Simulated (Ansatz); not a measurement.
System: CH$_{4}$BClF$_{2}$SiSn (SMILES F[B](Cl)[SnH]1[SiH2][CH]1F).

Input

```
crystal:
  periodic: [false, false, false]
  atoms:
    - { symbol: F, position_ang: [-2.2734, -2.0628, 1.9676] }
    - { symbol: B, position_ang: [-1.6942, -0.8183, 1.464] }
    - { symbol: Cl, position_ang: [-1.8128, 0.742, 2.4342] }
    - { symbol: Sn, position_ang: [-0.5026, -0.8404, -0.4549] }
    - { symbol: Si, position_ang: [1.8366, 0.0251, -0.3363] }
    - { symbol: C, position_ang: [0.372, 1.0572, -0.7316] }
    - { symbol: F, position_ang: [0.3953, 1.4423, -2.0489] }
    - { symbol: H, position_ang: [-1.3328, -1.2415, -1.9636] }
    - { symbol: H, position_ang: [2.6591, -0.3581, -1.4268] }
    - { symbol: H, position_ang: [2.3136, 0.1674, 1.0893] }
    - { symbol: H, position_ang: [0.1045, 1.8301, 0.0275] }
basis:
  gaussian: { orbitals: def2-SVP }
hamiltonian:
  xc: hf
relax:
  f_tol: 0.015
  max_steps: 40
output:
  orbitals: {}
```

Launched as:

```sh
ansatz run input.yaml --threads 2 --pin off --max-ram 3072MiB --backend cpu --events-out ev --progress --plain --runs-dir out
```

The fields are those of the relaxed geometry.

Core potentials replace the inner electrons of Sn.

The calculation used Ansatz, RHF/def2-SVP.

### What can the converged electron density and electron localisation function tell about the bonding?

B–F (1.30 Å): ρ is about 2.3 e/Å³ halfway; the ELF peaks at about 0.85 between the atoms; a polar covalent bond.
B–Cl (1.77 Å): the density is about 1.3 e/Å³ at the midpoint; the ELF peaks at about 0.95 between the atoms, as expected for a polar covalent bond.
Sn–B (2.27 Å): ρ at the midpoint is about 0.63 e/Å³; the ELF peaks at about 1 in the valence shell of B, 0.8 Å from its nucleus, and drops to about 0.20 between the two atoms.

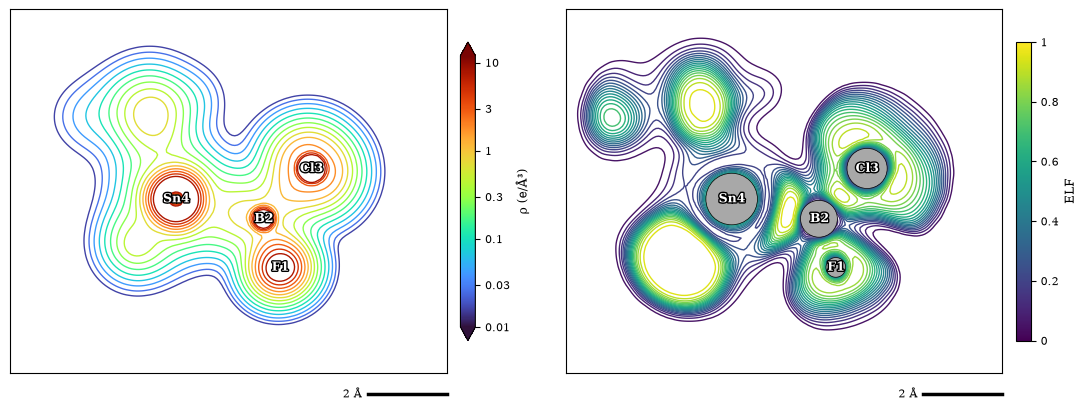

Computed electron density and electron localisation function on the plane of atoms Cl3, B2 and Sn4, in this order. Grey discs cover the atomic cores in the ELF map. 
